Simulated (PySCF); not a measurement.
# C7H10O2Si (SMILES C=C(C)/C=C(\C=O)[SiH2]C=O): what the fields show

```xyz
20

C    -1.4116    1.8025   -0.2859
C    -1.6152    0.5118   -0.5526
C    -2.9456   -0.0113   -1.0122
C    -0.5495   -0.4741   -0.4821
C     0.4612   -0.4934    0.4072
C     0.5808    0.3933    1.5452
O     1.6421    0.5434    2.1160
Si    2.0240   -1.5606    0.3096
C     3.4092   -0.2327    0.1746
O     3.4547    0.5706   -0.7220
H    -2.2087    2.5238   -0.3541
H    -0.4361    2.1862   -0.0411
H    -2.8618   -0.4010   -2.0261
H    -3.6964    0.7736   -1.0009
H    -3.2765   -0.8256   -0.3690
H    -0.5936   -1.2582   -1.2295
H    -0.3378    0.8764    1.9213
H     2.2181   -2.3465    1.5250
H     1.9687   -2.3731   -0.9064
H     4.1689   -0.1944    0.9800
```

Geometry: GFN2-xTB.

Method: PBE0/pcSseg-1, SCF density, gas phase, non-relativistic in PySCF.

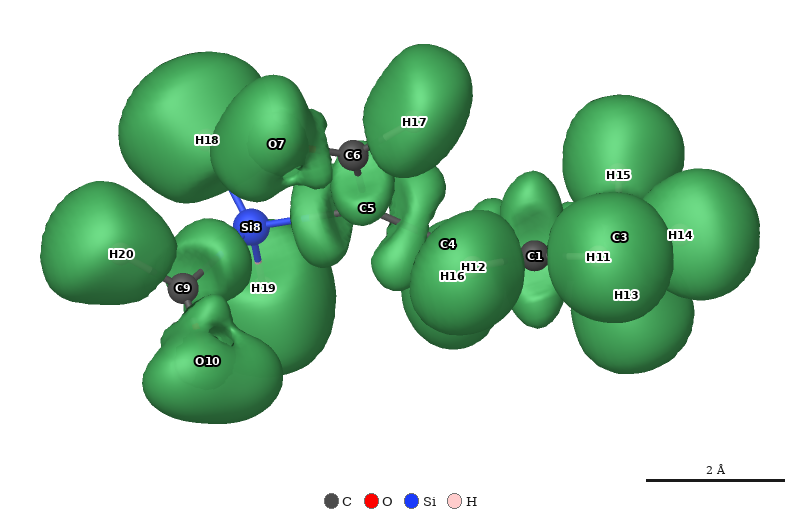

Figure 1. Isosurface of the electron localisation function at 0.75 (green), seen from one side. Only the valence region is drawn (cores and ρ < 0.01 e/Å³ removed).

Question: Where are the electrons localised?

Answer: The surface consists of five regions between bonded C–C atoms (shared pairs), two regions between bonded C–Si atoms (shared pairs), ten regions around hydrogen nuclei and two regions on O in which the atom's valence shell and bonds are merged. Profiles from the grid: C–O (1.20 Å): the ELF peaks at about 0.85 between the atoms: a short, multiple covalent bond. C–C (1.33 Å): the ELF peaks at about 0.95 between the atoms; a multiple bond.

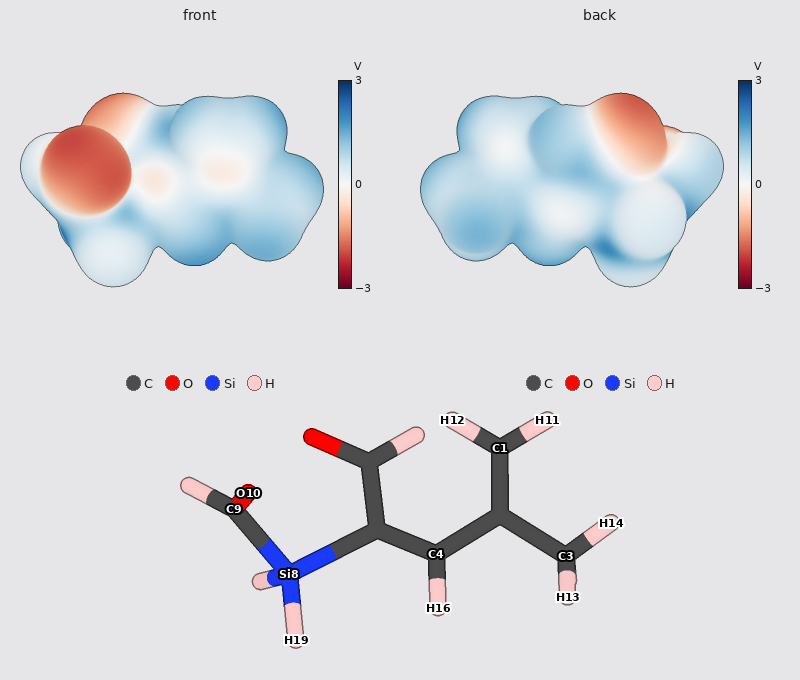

Figure 2. The molecular electrostatic potential painted on the density surface at 0.004 e/bohr³, seen from the front and from behind; red is negative and blue positive. The bare structure is drawn below in the same view.

Question: Describe the electrostatic potential map.

Answer: The most negative region (about −2.0 V) lies over O10, the most positive (about +1.9 V) over Si8. O10 is the likeliest acceptor of a hydrogen bond.

Question: What dipole moment does the calculation give?

Answer: Its dipole moment is 4.47 D.

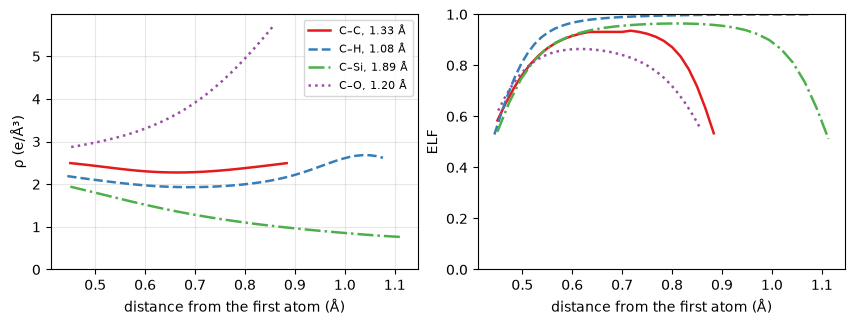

Figure 3. Total electron density and electron localisation function along straight lines between neighbouring atoms. The curves leave out the atomic cores.

Question: What kind of bonding do the profiles show?

Answer: C–C (1.33 Å): ρ is about 2.3 e/Å³ halfway; the ELF peaks at about 0.95 between the atoms: a multiple bond.
C–H (1.08 Å): ρ is about 2 e/Å³ halfway; the ELF climbs to about 1 towards the hydrogen, as it does in any bond to H: a covalent bond by its length.
C–Si (1.89 Å): ρ is about 0.91 e/Å³ halfway; the ELF peaks at about 0.95 between the atoms: localised, covalent bonding.
C–O (1.20 Å): ρ is about 3.3 e/Å³ halfway; the ELF peaks at about 0.85 between the atoms; a multiple bond.
